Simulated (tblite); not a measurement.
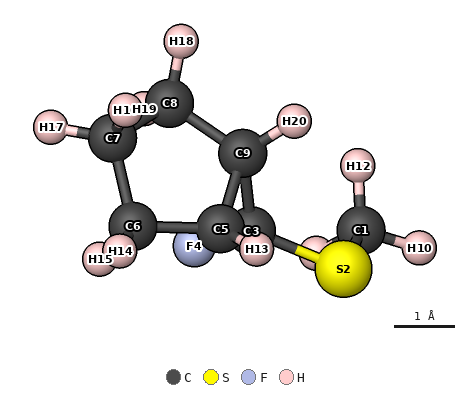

Figure 1. The starting structure (ball-and-stick view, seen at a tilt; atoms are numbered from 1 in the order of the input).

# Geometry relaxation, with input and output: C7H11FS

C7H11FS, computed with GFN2-xTB geometry optimisation, gas phase (tblite 0.8.0).

What the program printed:
```
step      E/eV     max force
  0    -776.88683    2.436
  1    -777.00358    0.624
  2    -777.03247    0.445
  3    -777.05010    0.454
  4    -777.06697    0.408
  5    -777.07752    0.297
  6    -777.08438    0.147
  7    -777.08799    0.178
  8    -777.09129    0.181
  9    -777.09454    0.146
 10    -777.09704    0.128
 11    -777.09868    0.087
 12    -777.09975    0.115
 13    -777.10059    0.103
 14    -777.10128    0.066
 15    -777.10180    0.047
 16    -777.10222    0.061
 17    -777.10266    0.068
 18    -777.10320    0.061
 19    -777.10378    0.061
 20    -777.10426    0.046
 21    -777.10463    0.044
 22    -777.10500    0.057
 23    -777.10544    0.062
 24    -777.10590    0.054
 25    -777.10631    0.042
 26    -777.10668    0.051
 27    -777.10713    0.068
 28    -777.10770    0.067
 29    -777.10826    0.063
 30    -777.10872    0.055
 31    -777.10915    0.048
 32    -777.10969    0.070
 33    -777.11041    0.092
 34    -777.11126    0.084
 35    -777.11216    0.078
 36    -777.11316    0.078
 37    -777.11435    0.092
 38    -777.11555    0.080
 39    -777.11650    0.070
 40    -777.11719    0.072
 41    -777.11779    0.062
 42    -777.11831    0.057
 43    -777.11867    0.036
 44    -777.11867    0.036
 45    -777.11879    0.025
 46    -777.11900    0.025
 47    -777.11907    0.027
 48    -777.11922    0.021
 49    -777.11930    0.020
 50    -777.11940    0.018
 51    -777.11948    0.020
 52    -777.11954    0.016
 53    -777.11959    0.015
 54    -777.11964    0.017
 55    -777.11970    0.017
 56    -777.11976    0.018
 57    -777.11982    0.019
 58    -777.11988    0.020
 59    -777.11994    0.020
 60    -777.12000    0.017
 61    -777.12005    0.016
 62    -777.12010    0.017
 63    -777.12017    0.021
 64    -777.12025    0.025
 65    -777.12032    0.017
 66    -777.12039    0.022
 67    -777.12045    0.020
 68    -777.12052    0.019
 69    -777.12059    0.022
 70    -777.12068    0.022
 71    -777.12077    0.026
 72    -777.12088    0.026
 73    -777.12099    0.025
 74    -777.12111    0.027
 75    -777.12122    0.024
 76    -777.12132    0.021
 77    -777.12142    0.021
 78    -777.12151    0.017
 79    -777.12158    0.017
 80    -777.12162    0.013
 81    -777.12166    0.014
 82    -777.12169    0.013
 83    -777.12171    0.013
 84    -777.12174    0.011
 85    -777.12176    0.012
 86    -777.12179    0.014
 87    -777.12182    0.014
 88    -777.12185    0.015
 89    -777.12187    0.010
 90    -777.12188    0.006
 91    -777.12189    0.006
 92    -777.12189    0.006
 93    -777.12190    0.006
 94    -777.12190    0.005
 95    -777.12191    0.005
 96    -777.12191    0.006
 97    -777.12191    0.005
 98    -777.12192    0.004
```

Trajectory as extended XYZ (Å, eV, eV/Å), 12 frames, from step=0 to step=98:
```
20
Properties=species:S:1:pos:R:3:forces:R:3 step=0 energy=-776.88683
C     3.4039   -0.5982    0.0739    0.0410   0.7870   0.0020
S     2.0392   -1.7837    0.1717    1.1880  -1.2170   0.2130
C     0.7126   -0.7896   -0.2738   -1.7730   1.4590  -0.8130
F     0.8819   -0.0768   -1.4731    0.0110  -0.5030   0.6910
C    -0.7042   -1.2388    0.0184   -0.0020  -0.4240   0.3040
C    -1.8753   -0.7180   -0.7797    0.0340   0.3210  -0.3920
C    -2.2408    0.5942   -0.0745   -0.3180   0.0170   0.4470
C    -0.9091    1.1430    0.4729   -0.3000   0.2410  -0.4620
C    -0.1088   -0.0955    0.7809   -0.0720   0.0830   0.7440
H     4.3272   -1.0797    0.3708   -0.0800  -0.2050   0.0040
H     3.4936   -0.2268   -0.9505   -0.0510  -0.1350   0.1560
H     3.2079    0.2446    0.7479   -0.0080  -0.2180  -0.1280
H    -0.8944   -2.1670    0.5356    0.3830  -0.2430  -0.1390
H    -2.7060   -1.4195   -0.7752    0.0330  -0.0500  -0.0400
H    -1.5876   -0.5221   -1.8160   -0.0200  -0.0140   0.0260
H    -2.9125    0.3712    0.7833    0.3330   0.1180  -0.4600
H    -2.7519    1.3006   -0.7274    0.0320  -0.0270   0.0050
H    -1.0781    1.7499    1.3577    0.1050   0.0510   0.0570
H    -0.4108    1.7532   -0.2809    0.0000   0.0460  -0.0480
H     0.1079   -0.2306    1.8349    0.4660  -0.0870  -0.1680
20
Properties=species:S:1:pos:R:3:forces:R:3 step=8 energy=-777.09129
C     3.3997   -0.5786    0.0735   -0.0300  -0.0050  -0.0040
S     2.0577   -1.8075    0.1577    0.0780  -0.1080   0.0450
C     0.6551   -0.7676   -0.2594   -0.0930   0.1160  -0.1040
F     0.8654   -0.1004   -1.4300   -0.0440   0.0740  -0.0730
C    -0.7276   -1.2516    0.0534    0.0040  -0.0170  -0.0290
C    -1.8788   -0.7083   -0.7828    0.0080   0.0030   0.0380
C    -2.2513    0.6076   -0.0807    0.0230  -0.0410   0.0300
C    -0.9238    1.1553    0.4684   -0.0420  -0.0080  -0.0040
C    -0.1334   -0.0954    0.8231    0.0130   0.0520   0.0170
H     4.3094   -1.0931    0.3691   -0.0630  -0.0010  -0.0020
H     3.4883   -0.2248   -0.9497   -0.0200   0.0250   0.0190
H     3.1925    0.2420    0.7542   -0.0270  -0.0160  -0.0010
H    -0.8236   -2.2303    0.4969   -0.0170  -0.0400  -0.0200
H    -2.7103   -1.4126   -0.7974    0.0170   0.0400  -0.0090
H    -1.5747   -0.5193   -1.8150    0.0740  -0.0220   0.0680
H    -2.9084    0.3791    0.7610   -0.0340   0.0400  -0.0300
H    -2.7632    1.3112   -0.7394    0.0880  -0.0640   0.0380
H    -1.0735    1.7807    1.3486   -0.0060  -0.0050  -0.0440
H    -0.4143    1.7516   -0.2923    0.0380  -0.0780   0.0180
H     0.2096   -0.2274    1.8376    0.0320   0.0540   0.0470
20
Properties=species:S:1:pos:R:3:forces:R:3 step=17 energy=-777.10266
C     3.3828   -0.5780    0.0749   -0.0310  -0.0140  -0.0060
S     2.0446   -1.8086    0.1377    0.0350  -0.0580  -0.0060
C     0.6462   -0.7554   -0.2689    0.0140  -0.0140  -0.0050
F     0.8401   -0.0808   -1.4383   -0.0140   0.0270  -0.0350
C    -0.7240   -1.2558    0.0639   -0.0060   0.0030   0.0140
C    -1.8725   -0.7124   -0.7703   -0.0020   0.0030   0.0030
C    -2.2476    0.6032   -0.0751    0.0110  -0.0020  -0.0230
C    -0.9221    1.1488    0.4731   -0.0130   0.0050  -0.0100
C    -0.1277   -0.0962    0.8311   -0.0080  -0.0020   0.0130
H     4.2890   -1.0975    0.3697   -0.0210   0.0210  -0.0030
H     3.4717   -0.2142   -0.9443    0.0100   0.0350   0.0100
H     3.1681    0.2344    0.7626   -0.0110  -0.0120   0.0070
H    -0.8091   -2.2460    0.4840    0.0040  -0.0020   0.0330
H    -2.7075   -1.4101   -0.8019    0.0180  -0.0020  -0.0040
H    -1.5408   -0.5215   -1.7929   -0.0260  -0.0070   0.0040
H    -2.9234    0.3911    0.7565    0.0180   0.0220  -0.0310
H    -2.7368    1.3040   -0.7499   -0.0010  -0.0040   0.0090
H    -1.0736    1.7884    1.3411    0.0240  -0.0010  -0.0070
H    -0.4019    1.7232   -0.2962   -0.0100   0.0200   0.0120
H     0.2394   -0.2065    1.8400    0.0080  -0.0200   0.0270
20
Properties=species:S:1:pos:R:3:forces:R:3 step=26 energy=-777.10668
C     3.3630   -0.5748    0.0746   -0.0110   0.0050   0.0120
S     2.0440   -1.8258    0.0893    0.0250  -0.0120  -0.0040
C     0.6443   -0.7629   -0.2750    0.0240  -0.0010  -0.0030
F     0.8166   -0.0762   -1.4419    0.0120  -0.0060  -0.0490
C    -0.7219   -1.2588    0.0739   -0.0030   0.0010   0.0080
C    -1.8679   -0.7188   -0.7638   -0.0140   0.0030   0.0120
C    -2.2354    0.6052   -0.0802   -0.0090   0.0110  -0.0260
C    -0.9085    1.1479    0.4723   -0.0270   0.0000  -0.0040
C    -0.1161   -0.0989    0.8328   -0.0260  -0.0080  -0.0010
H     4.2740   -1.0852    0.3682    0.0000   0.0210  -0.0090
H     3.4593   -0.1734   -0.9301    0.0020   0.0020   0.0120
H     3.1204    0.2108    0.7835    0.0080   0.0060   0.0220
H    -0.8019   -2.2427    0.5098   -0.0180  -0.0140  -0.0150
H    -2.7012   -1.4178   -0.7946   -0.0230   0.0160   0.0260
H    -1.5373   -0.5365   -1.7888   -0.0090  -0.0100   0.0240
H    -2.9255    0.4119    0.7438    0.0450  -0.0100   0.0020
H    -2.7140    1.3025   -0.7650    0.0060   0.0260  -0.0200
H    -1.0583    1.7881    1.3401   -0.0010  -0.0120   0.0110
H    -0.3902    1.7284   -0.2942    0.0070  -0.0230   0.0100
H     0.2515   -0.2126    1.8420    0.0120   0.0050  -0.0080
20
Properties=species:S:1:pos:R:3:forces:R:3 step=35 energy=-777.11216
C     3.3359   -0.5529    0.0930    0.0010   0.0110   0.0140
S     2.0514   -1.8409    0.0236    0.0470   0.0150   0.0390
C     0.6349   -0.7893   -0.3028    0.0590   0.0420   0.0300
F     0.7865   -0.1051   -1.4762   -0.0330   0.0030  -0.0200
C    -0.7281   -1.2706    0.0793    0.0380  -0.0210  -0.0240
C    -1.8775   -0.7268   -0.7504   -0.0100  -0.0130   0.0070
C    -2.2096    0.6192   -0.0958   -0.0310  -0.0090   0.0100
C    -0.8805    1.1406    0.4684   -0.0320   0.0160  -0.0180
C    -0.0974   -0.1144    0.8205   -0.0240   0.0130  -0.0210
H     4.2648   -1.0417    0.3665   -0.0240  -0.0350  -0.0030
H     3.4321   -0.0915   -0.8858   -0.0290   0.0030   0.0130
H     3.0640    0.1821    0.8445   -0.0080   0.0120   0.0040
H    -0.8118   -2.2533    0.5158   -0.0040  -0.0250   0.0050
H    -2.7292   -1.4035   -0.7382   -0.0070  -0.0160  -0.0260
H    -1.5595   -0.5836   -1.7850   -0.0420  -0.0090   0.0040
H    -2.9045    0.4492    0.7275   -0.0270   0.0170   0.0260
H    -2.6711    1.3168   -0.7926    0.0310   0.0110  -0.0050
H    -1.0422    1.7657    1.3451    0.0600   0.0140  -0.0010
H    -0.3522    1.7271   -0.2852    0.0200   0.0110   0.0090
H     0.2886   -0.2165    1.8248    0.0170  -0.0410  -0.0440
20
Properties=species:S:1:pos:R:3:forces:R:3 step=44 energy=-777.11867
C     3.3015   -0.5156    0.1296   -0.0130  -0.0140  -0.0020
S     2.0632   -1.8393   -0.0275   -0.0100  -0.0210  -0.0050
C     0.6262   -0.8166   -0.3468    0.0080   0.0330   0.0130
F     0.7373   -0.1401   -1.5300    0.0200  -0.0090   0.0050
C    -0.7297   -1.2905    0.0735    0.0110  -0.0120  -0.0320
C    -1.8962   -0.7411   -0.7291   -0.0150   0.0120  -0.0050
C    -2.1824    0.6337   -0.1063   -0.0070   0.0050   0.0140
C    -0.8435    1.1289    0.4624   -0.0080   0.0130  -0.0090
C    -0.0738   -0.1374    0.7930    0.0140   0.0230  -0.0070
H     4.2424   -1.0003    0.3670   -0.0040   0.0190   0.0000
H     3.3758    0.0112   -0.8172    0.0040   0.0050   0.0060
H     3.0081    0.1606    0.9273    0.0080  -0.0080   0.0070
H    -0.8132   -2.2712    0.5147    0.0120  -0.0190   0.0080
H    -2.7599   -1.4007   -0.6723   -0.0110   0.0000   0.0230
H    -1.6193   -0.6383   -1.7795    0.0080   0.0150  -0.0070
H    -2.8949    0.5143    0.7110   -0.0170   0.0070   0.0070
H    -2.6034    1.3325   -0.8275    0.0030  -0.0130   0.0030
H    -0.9846    1.7430    1.3508   -0.0050  -0.0030  -0.0040
H    -0.3054    1.7238   -0.2779   -0.0010  -0.0120  -0.0240
H     0.3467   -0.2466    1.7817    0.0040  -0.0210   0.0070
20
Properties=species:S:1:pos:R:3:forces:R:3 step=53 energy=-777.11959
C     3.3001   -0.5182    0.1314   -0.0040  -0.0040   0.0040
S     2.0632   -1.8429   -0.0273   -0.0050   0.0000  -0.0010
C     0.6299   -0.8139   -0.3481    0.0090   0.0070   0.0060
F     0.7494   -0.1377   -1.5301   -0.0050   0.0050   0.0000
C    -0.7265   -1.2891    0.0688    0.0060  -0.0040  -0.0020
C    -1.8980   -0.7396   -0.7267   -0.0010  -0.0090  -0.0060
C    -2.1855    0.6338   -0.1025   -0.0020  -0.0020   0.0030
C    -0.8447    1.1289    0.4602    0.0060   0.0050  -0.0040
C    -0.0718   -0.1361    0.7912   -0.0050  -0.0010   0.0010
H     4.2438   -0.9980    0.3668   -0.0020   0.0000  -0.0010
H     3.3723    0.0120   -0.8138   -0.0010   0.0020   0.0080
H     3.0061    0.1544    0.9319    0.0040  -0.0010   0.0040
H    -0.8043   -2.2706    0.5107   -0.0050  -0.0060  -0.0050
H    -2.7606   -1.4001   -0.6647   -0.0060  -0.0110   0.0000
H    -1.6241   -0.6319   -1.7773   -0.0060  -0.0040  -0.0120
H    -2.8998    0.5176    0.7138    0.0000  -0.0030   0.0130
H    -2.6061    1.3296   -0.8263   -0.0020   0.0050   0.0050
H    -0.9832    1.7471    1.3458    0.0100   0.0040   0.0020
H    -0.3107    1.7177   -0.2877    0.0080   0.0070  -0.0110
H     0.3453   -0.2523    1.7809    0.0010   0.0100  -0.0020
20
Properties=species:S:1:pos:R:3:forces:R:3 step=62 energy=-777.12010
C     3.2982   -0.5207    0.1379    0.0040   0.0030   0.0040
S     2.0610   -1.8441   -0.0280    0.0080   0.0060  -0.0030
C     0.6317   -0.8105   -0.3509    0.0130   0.0010  -0.0010
F     0.7555   -0.1301   -1.5298   -0.0070  -0.0030  -0.0120
C    -0.7246   -1.2873    0.0631    0.0100  -0.0050   0.0020
C    -1.9010   -0.7401   -0.7266    0.0040  -0.0090   0.0000
C    -2.1869    0.6322   -0.0985   -0.0050   0.0020  -0.0020
C    -0.8427    1.1298    0.4534    0.0040   0.0030   0.0010
C    -0.0709   -0.1347    0.7880   -0.0020  -0.0060   0.0000
H     4.2438   -0.9999    0.3663   -0.0020  -0.0110  -0.0020
H     3.3666    0.0165   -0.8035    0.0000   0.0050   0.0050
H     3.0077    0.1462    0.9444   -0.0040  -0.0030   0.0040
H    -0.7991   -2.2715    0.4997   -0.0050  -0.0010   0.0090
H    -2.7595   -1.4055   -0.6585   -0.0150   0.0070   0.0020
H    -1.6363   -0.6326   -1.7798    0.0080   0.0050  -0.0010
H    -2.8942    0.5142    0.7236    0.0010  -0.0080   0.0110
H    -2.6141    1.3287   -0.8173   -0.0120   0.0090  -0.0070
H    -0.9721    1.7537    1.3361   -0.0090   0.0080   0.0030
H    -0.3122    1.7130   -0.3015    0.0050   0.0000  -0.0100
H     0.3440   -0.2469    1.7790    0.0030  -0.0060  -0.0030
20
Properties=species:S:1:pos:R:3:forces:R:3 step=71 energy=-777.12077
C     3.2994   -0.5220    0.1514   -0.0050   0.0000  -0.0040
S     2.0621   -1.8419   -0.0383   -0.0040  -0.0030  -0.0010
C     0.6327   -0.8080   -0.3593    0.0050  -0.0100  -0.0100
F     0.7541   -0.1291   -1.5392   -0.0040  -0.0020  -0.0130
C    -0.7230   -1.2857    0.0573    0.0020   0.0000   0.0050
C    -1.9042   -0.7400   -0.7266   -0.0020  -0.0010   0.0020
C    -2.1889    0.6290   -0.0920   -0.0090   0.0120   0.0020
C    -0.8399    1.1328    0.4403    0.0110  -0.0030   0.0060
C    -0.0688   -0.1312    0.7794    0.0080  -0.0110   0.0020
H     4.2441   -1.0102    0.3648   -0.0030   0.0120   0.0050
H     3.3642    0.0349   -0.7785    0.0070   0.0030  -0.0020
H     3.0118    0.1293    0.9719    0.0070  -0.0140   0.0080
H    -0.7950   -2.2692    0.4961   -0.0040   0.0040   0.0070
H    -2.7646   -1.4024   -0.6530    0.0030  -0.0180  -0.0080
H    -1.6453   -0.6312   -1.7811    0.0050   0.0100   0.0010
H    -2.8790    0.5016    0.7433   -0.0070  -0.0040   0.0120
H    -2.6360    1.3246   -0.7990   -0.0050   0.0140  -0.0210
H    -0.9623    1.7687    1.3154    0.0040  -0.0020   0.0120
H    -0.3133    1.7053   -0.3257   -0.0120   0.0020  -0.0120
H     0.3467   -0.2448    1.7697    0.0050   0.0120   0.0080
20
Properties=species:S:1:pos:R:3:forces:R:3 step=80 energy=-777.12162
C     3.3004   -0.5248    0.1686   -0.0050  -0.0050   0.0030
S     2.0647   -1.8413   -0.0583   -0.0070  -0.0020   0.0020
C     0.6326   -0.8093   -0.3739    0.0010  -0.0070  -0.0080
F     0.7448   -0.1379   -1.5594    0.0010   0.0030  -0.0050
C    -0.7218   -1.2831    0.0538    0.0020  -0.0010   0.0020
C    -1.9083   -0.7387   -0.7241    0.0050   0.0000  -0.0020
C    -2.1955    0.6256   -0.0804    0.0010   0.0020   0.0050
C    -0.8383    1.1357    0.4242    0.0110  -0.0010   0.0030
C    -0.0622   -0.1250    0.7648    0.0070  -0.0080   0.0010
H     4.2464   -1.0175    0.3649   -0.0020  -0.0020  -0.0030
H     3.3644    0.0620   -0.7429   -0.0070   0.0000   0.0080
H     3.0164    0.0968    1.0128   -0.0050   0.0030  -0.0050
H    -0.7946   -2.2626    0.5014    0.0040   0.0000  -0.0020
H    -2.7637   -1.4085   -0.6571    0.0010   0.0030   0.0030
H    -1.6506   -0.6174   -1.7775    0.0060  -0.0020  -0.0060
H    -2.8666    0.4900    0.7690   -0.0100  -0.0030   0.0040
H    -2.6612    1.3200   -0.7774   -0.0030  -0.0010  -0.0040
H    -0.9423    1.7816    1.2944   -0.0080   0.0030   0.0010
H    -0.3271    1.6970   -0.3602    0.0000   0.0100  -0.0010
H     0.3572   -0.2322    1.7542    0.0090   0.0090   0.0020
20
Properties=species:S:1:pos:R:3:forces:R:3 step=89 energy=-777.12187
C     3.2958   -0.5277    0.1749    0.0020   0.0010   0.0000
S     2.0626   -1.8440   -0.0633   -0.0030   0.0090  -0.0010
C     0.6332   -0.8095   -0.3804   -0.0020   0.0000  -0.0020
F     0.7432   -0.1413   -1.5680    0.0020  -0.0010  -0.0030
C    -0.7192   -1.2817    0.0536   -0.0020   0.0010   0.0000
C    -1.9071   -0.7384   -0.7229    0.0000  -0.0020  -0.0030
C    -2.1962    0.6241   -0.0770    0.0020   0.0010   0.0010
C    -0.8375    1.1375    0.4207    0.0070   0.0000   0.0000
C    -0.0569   -0.1216    0.7592   -0.0030  -0.0040   0.0010
H     4.2429   -1.0205    0.3646    0.0030   0.0010   0.0010
H     3.3567    0.0682   -0.7308   -0.0030  -0.0020  -0.0010
H     3.0123    0.0869    1.0244   -0.0050  -0.0050   0.0010
H    -0.7908   -2.2612    0.5014    0.0030   0.0050   0.0040
H    -2.7617   -1.4091   -0.6572    0.0000  -0.0030   0.0020
H    -1.6486   -0.6147   -1.7758    0.0000  -0.0020  -0.0050
H    -2.8637    0.4850    0.7749    0.0000   0.0020   0.0050
H    -2.6678    1.3171   -0.7715    0.0010   0.0010  -0.0020
H    -0.9398    1.7848    1.2902   -0.0020  -0.0030   0.0040
H    -0.3319    1.6998   -0.3666    0.0030   0.0040  -0.0040
H     0.3694   -0.2235    1.7464   -0.0020  -0.0020  -0.0010
20
Properties=species:S:1:pos:R:3:forces:R:3 step=98 energy=-777.12192
C     3.2946   -0.5282    0.1763    0.0000   0.0010   0.0000
S     2.0621   -1.8444   -0.0647    0.0010   0.0020  -0.0030
C     0.6334   -0.8093   -0.3824   -0.0010  -0.0020   0.0000
F     0.7429   -0.1422   -1.5706    0.0010  -0.0020   0.0000
C    -0.7186   -1.2811    0.0530   -0.0010  -0.0010   0.0000
C    -1.9070   -0.7387   -0.7229    0.0000  -0.0010   0.0000
C    -2.1957    0.6241   -0.0768    0.0010   0.0000   0.0000
C    -0.8367    1.1382    0.4198    0.0010   0.0000   0.0000
C    -0.0558   -0.1208    0.7573   -0.0010  -0.0020   0.0010
H     4.2426   -1.0198    0.3649   -0.0010   0.0000   0.0010
H     3.3543    0.0695   -0.7284   -0.0010   0.0010   0.0000
H     3.0094    0.0837    1.0272    0.0000   0.0000   0.0010
H    -0.7890   -2.2595    0.5034   -0.0010   0.0000  -0.0010
H    -2.7612   -1.4098   -0.6562   -0.0010   0.0000   0.0020
H    -1.6495   -0.6157   -1.7764   -0.0010   0.0000   0.0010
H    -2.8616    0.4850    0.7765   -0.0010   0.0000  -0.0010
H    -2.6686    1.3168   -0.7708    0.0010   0.0000  -0.0010
H    -0.9397    1.7838    1.2905    0.0010   0.0010   0.0010
H    -0.3318    1.7019   -0.3670    0.0010   0.0010  -0.0010
H     0.3706   -0.2230    1.7444    0.0010   0.0000   0.0010
```

The run was set up as follows.

The input:
```
{"job": {"xc": "GFN2-xTB", "basis": "xTB", "kind": "relax"}, "charge": 0, "multiplicity": 1}
C      3.403900    -0.598200     0.073900
S      2.039200    -1.783700     0.171700
C      0.712600    -0.789600    -0.273800
F      0.881900    -0.076800    -1.473100
C     -0.704200    -1.238800     0.018400
C     -1.875300    -0.718000    -0.779700
C     -2.240800     0.594200    -0.074500
C     -0.909100     1.143000     0.472900
C     -0.108800    -0.095500     0.780900
H      4.327200    -1.079700     0.370800
H      3.493600    -0.226800    -0.950500
H      3.207900     0.244600     0.747900
H     -0.894400    -2.167000     0.535600
H     -2.706000    -1.419500    -0.775200
H     -1.587600    -0.522100    -1.816000
H     -2.912500     0.371200     0.783300
H     -2.751900     1.300600    -0.727400
H     -1.078100     1.749900     1.357700
H     -0.410800     1.753200    -0.280900
H      0.107900    -0.230600     1.834900
```

The first line tells a small driver script what to run in tblite; the rest is the geometry in Å.

Launch command:
```bash
OMP_NUM_THREADS=1 python <driver script> task.json out
```

Summary:

- outcome: converged
- total energy: −777.1219 eV
- hardware: 1 CPU thread, shared host
- wall time: 0.75 s
- peak memory: 0.2 GiB
